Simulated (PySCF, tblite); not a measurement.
**C4H9FS2Si: geometry, infrared bands and NMR shifts**

What infrared bands and NMR shifts should C4H9FS2Si (`CC[C@@H]1CS[Si@@H](F)S1`) show?

The runs use tblite 0.8.0 and PySCF 2.14.0, with density-fitted response routines of our own; the level of theory stands in each step. All values are computed, except where a source is named. Atoms count from 0, in the outputs and in this text.

## 1. The molecule as given

17 atoms, charge 0, multiplicity 1; geometry from: force field or distance geometry start.

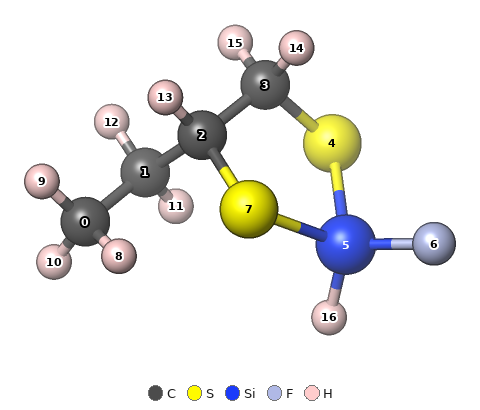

The starting geometry (carbon dark grey, sulfur yellow, silicon blue, fluorine light blue, hydrogen pink), atoms numbered.

## 2. Relaxing the molecule with GFN2-xTB

What the job is given:

```
{"job": {"kind": "relax", "xc": "GFN2-xTB", "basis": "xTB"}, "charge": 0, "multiplicity": 1}
C      1.994600     0.766900    -0.706100
C      0.951800    -0.327900    -0.749600
C      0.305700    -0.410700     0.616000
C     -0.749200    -1.437700     0.744300
S     -2.160500    -1.042100    -0.278100
Si    -2.295700     1.083700     0.140400
F     -3.564900     1.436600     1.165900
S     -0.371900     1.192400     1.156600
H      1.539000     1.631600    -0.193500
H      2.888200     0.421600    -0.124200
H      2.277600     1.027500    -1.746600
H      0.221100    -0.205800    -1.564600
H      1.504000    -1.282300    -0.863400
H      1.116500    -0.653300     1.322200
H     -1.024800    -1.618800     1.815000
H     -0.324900    -2.391000     0.356700
H     -2.313700     1.821200    -1.101000
```

Command:

```sh
> OMP_NUM_THREADS=1 python probes_run.py task.json out
```

The driver reads the jobs from task.json and runs them one after another.

What it wrote:

```text
step      E/eV     max force
  0    -713.22831    1.720
  1    -713.38283    1.036
  2    -713.46888    0.727
  3    -713.51672    0.701
  4    -713.56368    0.467
  5    -713.58484    0.426
  6    -713.60377    0.268
  7    -713.61412    0.242
  8    -713.62060    0.172
  9    -713.62517    0.172
 10    -713.62999    0.168
 11    -713.63548    0.185
 12    -713.64153    0.195
 13    -713.64667    0.151
 14    -713.64993    0.130
 15    -713.65182    0.094
 16    -713.65315    0.082
 17    -713.65435    0.083
 18    -713.65555    0.104
 19    -713.65674    0.095
 20    -713.65797    0.087
 21    -713.65919    0.096
 22    -713.66025    0.093
 23    -713.66112    0.082
 24    -713.66187    0.068
 25    -713.66263    0.074
 26    -713.66341    0.067
 27    -713.66410    0.066
 28    -713.66471    0.068
 29    -713.66529    0.054
 30    -713.66584    0.051
 31    -713.66630    0.047
 32    -713.66670    0.050
 33    -713.66713    0.058
 34    -713.66764    0.061
 35    -713.66810    0.045
 36    -713.66837    0.035
 37    -713.66852    0.033
 38    -713.66866    0.030
 39    -713.66882    0.032
 40    -713.66897    0.024
 41    -713.66908    0.028
 42    -713.66918    0.029
 43    -713.66930    0.024
 44    -713.66941    0.022
 45    -713.66949    0.017
 46    -713.66955    0.018
 47    -713.66960    0.015
 48    -713.66965    0.015
 49    -713.66969    0.014
 50    -713.66972    0.014
 51    -713.66975    0.013
 52    -713.66979    0.014
 53    -713.66983    0.016
 54    -713.66988    0.014
 55    -713.66992    0.013
 56    -713.66995    0.013
 57    -713.66998    0.012
 58    -713.67001    0.011
 59    -713.67002    0.008
```

Run time: 1.7 s. Hardware: 1 thread of Intel Xeon at 2.50GHz, shared host; peak memory 0.18 GiB.

The steps of the relaxation: (not every step is listed)

```csv
step,energy from step 0 (eV),largest force (eV/Å)
0,0.0000,1.7199
1,-0.1545,1.0360
2,-0.2406,0.7274
3,-0.2884,0.7007
4,-0.3354,0.4671
5,-0.3565,0.4255
6,-0.3755,0.2680
7,-0.3858,0.2416
8,-0.3923,0.1717
12,-0.4132,0.1951
16,-0.4248,0.0817
20,-0.4297,0.0871
24,-0.4336,0.0680
28,-0.4364,0.0683
32,-0.4384,0.0502
36,-0.4401,0.0353
40,-0.4407,0.0239
44,-0.4411,0.0220
48,-0.4413,0.0146
52,-0.4415,0.0137
54,-0.4416,0.0142
55,-0.4416,0.0134
56,-0.4416,0.0134
57,-0.4417,0.0118
58,-0.4417,0.0106
59,-0.4417,0.0081
```

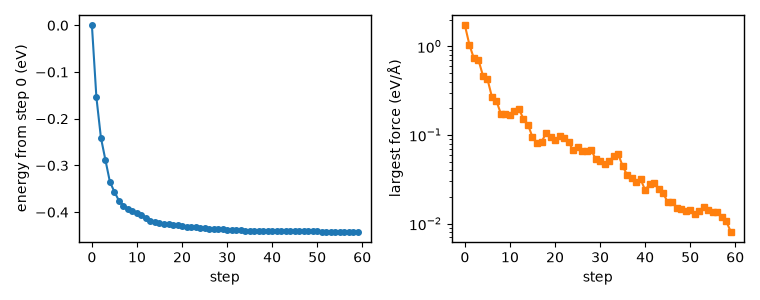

Energy and largest force along the relaxation.

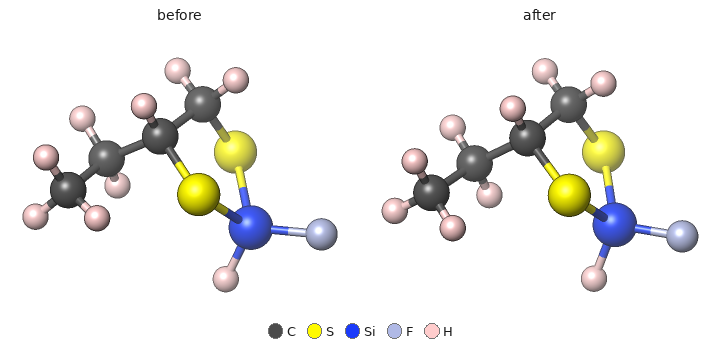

The geometry before (left) and after (right).

Distances of close pairs at the start and the end, largest changes first:

```csv
bond,before (Å),after (Å),change (Å)
Si5–F6,1.669,1.605,-0.064
Si5–S7,2.178,2.126,-0.052
C3–S4,1.787,1.832,+0.045
C2–C3,1.478,1.518,+0.041
S4–Si5,2.171,2.133,-0.038
C0–H9,1.121,1.088,-0.033
C3–H14,1.120,1.090,-0.030
C3–H15,1.113,1.090,-0.023
```

The next job starts from the end point, and lists it.

## 3. Vibrational analysis with GFN2-xTB

What the job is given:

```
{"job": {"kind": "ir", "xc": "GFN2-xTB", "basis": "xTB"}, "charge": 0, "multiplicity": 1}
C      2.052587     0.772117    -0.741807
C      0.928137    -0.253087    -0.711552
C      0.309777    -0.399833     0.674186
C     -0.740961    -1.493660     0.747065
S     -2.212043    -1.122443    -0.279658
Si    -2.233798     0.966743     0.150648
F     -3.474252     1.401557     1.071979
S     -0.431107     1.180454     1.258133
H      1.686532     1.747209    -0.430234
H      2.855788     0.477843    -0.070101
H      2.455732     0.857486    -1.747276
H      0.151353     0.030626    -1.425957
H      1.315980    -1.229902    -1.012366
H      1.093431    -0.618365     1.405185
H     -1.084851    -1.630895     1.772703
H     -0.343819    -2.437824     0.375184
H     -2.335482     1.764004    -1.046040
```

What it wrote:

```text
mode    cm-1     km/mol
  1      51.7      1.85
  2      90.3      1.65
  3     118.8      1.48
  4     157.7      6.66
  5     184.3      7.84
  6     214.4      6.38
  7     244.7     19.11
  8     289.7     15.44
  9     319.3      0.19
 10     394.5      0.60
 11     493.3     35.70
 12     527.9     41.61
 13     550.7     35.97
 14     599.5    197.50
 15     631.7      3.38
 16     671.4    115.59
 17     712.1      1.48
 18     831.5     36.62
 19     837.9    215.27
 20     860.3      1.18
 21     940.8     10.00
 22    1036.2      1.68
 23    1063.1      2.40
 24    1079.3      2.30
 25    1105.4      0.49
 26    1165.8      0.13
 27    1186.7      8.45
 28    1228.8      4.14
 29    1256.5      8.73
 30    1275.1      7.02
 31    1342.8      1.16
 32    1416.9      8.23
 33    1444.6      3.85
 34    1478.0      2.00
 35    1495.5      4.69
 36    1499.3      3.34
 37    2435.3    170.20
 38    2947.6      4.07
 39    2962.4     29.81
 40    2975.4     22.29
 41    2982.0     13.97
 42    2999.1      7.41
 43    3038.3     28.68
 44    3045.7     30.43
 45    3049.3     18.51
```

Run time: 2.6 s. Hardware: 1 thread of Intel Xeon at 2.50GHz, shared host; peak memory 0.18 GiB.

The strongest bands and the atoms that carry them (share of the mass-weighted mode):

```csv
cm⁻¹,km/mol,atoms
493,35.7,"Si5 34 %, S4 34 %, S7 21 %"
528,41.6,"Si5 31 %, C3 17 %, S7 15 %, C2 15 %"
551,36.0,"H16 61 %, S7 13 %"
600,197.5,"H16 34 %, Si5 24 %, S7 12 %"
671,115.6,H16 89 %
832,36.6,"H12 17 %, H8 14 %, H11 13 %, H9 11 %"
838,215.3,"F6 51 %, Si5 42 %"
2435,170.2,H16 97 %
```

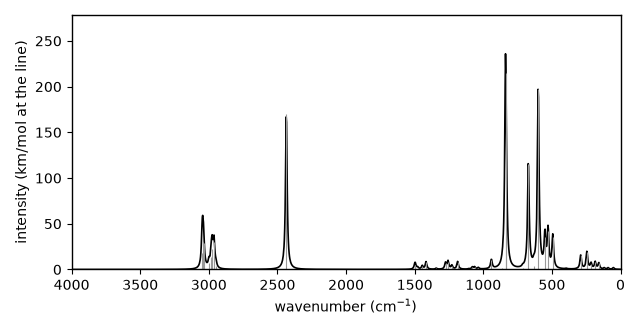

The infrared spectrum from these modes, unscaled. Lines are broadened to a width of 14 cm⁻¹ (Lorentzian).

## 4. NMR shieldings: PBE0/pcSseg-1

Same as in step 3 but for these lines:

```diff
@@ -1,2 +1,2 @@
-{"job": {"kind": "ir", "xc": "GFN2-xTB", "basis": "xTB"}, "charge": 0, "multiplicity": 1}
+{"job": {"kind": "nmr", "xc": "PBE0", "basis": "pcSseg-1"}, "charge": 0, "multiplicity": 1}
 C      2.052587     0.772117    -0.741807
```

With the program's defaults for keys left out, this is: GIAO PBE0/pcSseg-1 NMR shielding, non-relativistic, gas phase.

What it wrote:

```text
coarse grid: 15888 points
cycle   1  E = -1342.7971938286  dE =  9.099e-01  |g| = 6.118e-01  |ddm| = 3.842e+00
cycle   2  E = -1342.7354588028  dE =  6.174e-02  |g| = 9.014e-01  |ddm| = 1.244e+00
cycle   3  E = -1342.8712401174  dE = -1.358e-01  |g| = 8.487e-02  |ddm| = 7.260e-01
cycle   4  E = -1342.8726007946  dE = -1.361e-03  |g| = 3.112e-02  |ddm| = 1.057e-01
cycle   5  E = -1342.8727957863  dE = -1.950e-04  |g| = 5.853e-03  |ddm| = 3.294e-02
cycle   6  E = -1342.8728046734  dE = -8.887e-06  |g| = 2.076e-03  |ddm| = 1.061e-02
final grid: 140208 points
cycle   7  E = -1342.9302652066  dE = -3.864e-05  |g| = 1.079e-02  |ddm| = 3.520e-02
cycle   8  E = -1342.9302378483  dE =  2.736e-05  |g| = 1.472e-02  |ddm| = 2.470e-02
cycle   9  E = -1342.9302939293  dE = -5.608e-05  |g| = 1.432e-03  |ddm| = 1.612e-02
cycle  10  E = -1342.9302944574  dE = -5.280e-07  |g| = 2.267e-04  |ddm| = 1.800e-03
cycle  11  E = -1342.9302944692  dE = -1.183e-08  |g| = 6.604e-05  |ddm| = 2.602e-04
cycle  12  E = -1342.9302944701  dE = -8.640e-10  |g| = 2.402e-05  |ddm| = 8.546e-05
converged SCF energy = -1342.9302944701

GIAO shielding tensors (ppm)
atom      isotropic    diamagn.    paramagn.     s11        s22        s33       span
  0 C      172.282     246.397     -74.115    161.368    167.428    188.049     26.681
  1 C      152.813     249.499     -96.686    138.147    144.905    175.388     37.240
  2 C      124.118     252.492    -128.374     95.861    134.138    142.355     46.494
  3 C      140.520     250.093    -109.573    111.305    142.361    167.894     56.589
  4 S      602.154    1057.866    -455.712    488.266    572.149    746.048    257.782
  5 Si     310.503     876.472    -565.970    269.805    319.523    342.181     72.376
  6 F      329.069     463.843    -134.774    310.503    324.997    351.708     41.206
  7 S      567.152    1059.356    -492.204    425.940    548.202    727.315    301.375
  8 H       30.090      30.026       0.064     24.266     32.008     33.997      9.731
  9 H       31.018      29.634       1.385     26.471     28.329     38.256     11.785
 10 H       30.623      28.401       2.223     25.671     27.414     38.785     13.115
 11 H       30.345      32.315      -1.970     24.452     32.461     34.123      9.671
 12 H       30.408      32.125      -1.717     24.185     29.748     37.292     13.106
 13 H       28.430      33.288      -4.858     24.663     25.717     34.910     10.247
 14 H       28.222      30.775      -2.553     22.314     26.480     35.872     13.558
 15 H       28.748      31.059      -2.311     22.826     26.889     36.529     13.704
 16 H       25.684      28.649      -2.964     21.285     23.547     32.220     10.935
```

Run time: 96 s. Hardware: 1 thread of Intel Xeon at 2.50GHz, shared host; peak memory 0.84 GiB.

The references, computed at this level on geometries of the same kind, shield at (ppm): ¹H TMS 31.72, ¹³C TMS 186.9, ²⁹Si TMS 349.2, ¹⁹F CFCl3 170.9, ³³S CS2 504. Their shielding less the atom's gives the shift. The references are single molecules in the gas phase, so shifts against H2O, NH3, PH3, H3PO4 or CFCl3 are not on the usual liquid scales and can be off by tens of ppm. Atoms listed in one row are averaged.

```csv
atoms,environment,σ (ppm),δ (ppm),δ scaled to CDCl3
C2,sp3 CH bonded to S,124.1,62.8,55.0
C3,sp3 CH2 bonded to S,140.5,46.4,39.0
C1,sp3 CH2,152.8,34.1,31.4
C0,methyl carbon,172.3,14.6,12.4
H16,"hydrogen on a silicon bonded to F, 2 S, in a 5-membered ring",25.68,6.03,–
H14,hydrogen on an sp3 CH2 bonded to S,28.22,3.49,3.40
H13,hydrogen on an sp3 CH bonded to S,28.43,3.29,3.20
H15,hydrogen on an sp3 CH2 bonded to S,28.75,2.97,2.90
H11,hydrogen on an sp3 CH2,30.35,1.37,1.40
H12,hydrogen on an sp3 CH2,30.41,1.31,1.34
"H8, H9, H10",hydrogen on a methyl carbon,30.58,1.14,1.18
S7,"sulfur bonded to C, Si, in a 5-membered ring",567,-63,–
S4,"sulfur bonded to C, Si, in a 5-membered ring",602,-98,–
Si5,"silicon bonded to F, 2 S, H, in a 5-membered ring",310.5,38.7,–
F6,fluorine bonded to Si,329.1,-158.1,–
```

The scaled column applies a straight-line fit of computed shieldings to shifts measured in CDCl3, with any fitted terms for Cl, Br or S neighbours, and one for carbons that bear F (root-mean-square error 0.16 ppm for H, 1.9 ppm for C).

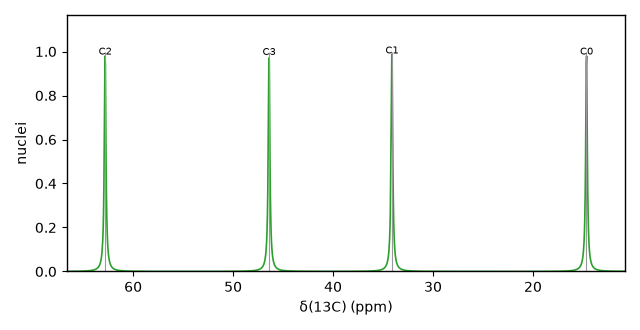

¹³C lines at the computed shifts, without couplings. Lines are broadened to a width of 0.19 ppm (Lorentzian).

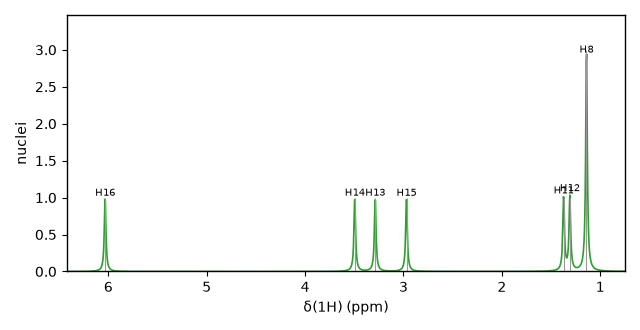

¹H lines at the computed shifts, without couplings. Lines are broadened to a width of 0.02 ppm (Lorentzian).

Charges from the same density, by scheme (e):

```csv
atoms,Mulliken,IAO,Hirshfeld,ESP fit
C0,-0.25,-0.42,-0.12,-0.23
C1,-0.20,-0.25,-0.07,0.17
C2,-0.44,-0.17,-0.02,-0.31
C3,-0.23,-0.33,-0.07,-0.39
S4,-0.26,-0.19,-0.08,-0.25
Si5,0.92,1.02,0.37,0.77
F6,-0.40,-0.53,-0.20,-0.30
S7,-0.21,-0.19,-0.07,-0.24
```

Mulliken charges:

C0 -0.25; C1 -0.20; C2 -0.44; C3 -0.23; S4 -0.26; Si5 0.92; F6 -0.40; S7 -0.21; H8 0.13; H9 0.11; H10 0.12; H11 0.14; H12 0.12; H13 0.17; H14 0.18; H15 0.17; H16 -0.07

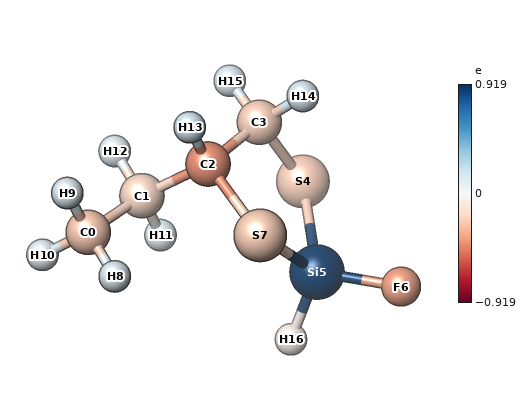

Mulliken charges, as colours on the atoms.

Mayer bond orders: C0–C1 1.06, C1–C2 0.95, C2–C3 1.00, C3–S4 0.99, S4–Si5 0.97, Si5–F6 0.96, Si5–S7 0.97, S7–C2 1.00.

Ring of atoms C2, C3, S4, Si5, S7: NICS(0) -9.3, NICS(1) -5.1, NICS(1)zz -4.7 ppm (means of both faces).

## 5. Outcome

| quantity | value |
| --- | --- |
| strongest single infrared mode (GFN2-xTB) | 838 cm⁻¹, 215 km/mol |
| zero-point energy (GFN2-xTB) | 79.0 kcal/mol |
| ¹³C shifts against TMS (PBE0/pcSseg-1) | 62.8, 46.4, 34.1, 14.6 ppm |
| ¹H shifts against TMS (PBE0/pcSseg-1, means over atoms taken as alike) | 6.03, 3.49, 3.29, 2.97, 1.37, 1.31, 1.14 ppm |
| ³³S shifts against CS2 (PBE0/pcSseg-1) | -63, -98 ppm |
| ²⁹Si shifts against TMS (PBE0/pcSseg-1) | 38.7 ppm |
| ¹⁹F shifts against CFCl3 (PBE0/pcSseg-1) | -158.1 ppm |

**Reading.** The optimisation took 59 steps and gained 0.442 eV; among the close pairs (by a distance rule), Si5–F6 changed most, from 1.669 to 1.605 Å. No mode is imaginary among the 45: a minimum at this level. The strongest single mode, at 838 cm⁻¹, moves mainly F6 and Si5. Unscaled tight-binding wavenumbers are off by several per cent, some by more. Its intensities can rank the bands wrongly. At PBE0/pcSseg-1: The largest span, 301 ppm, is at S7, where the paramagnetic term is -492 ppm.
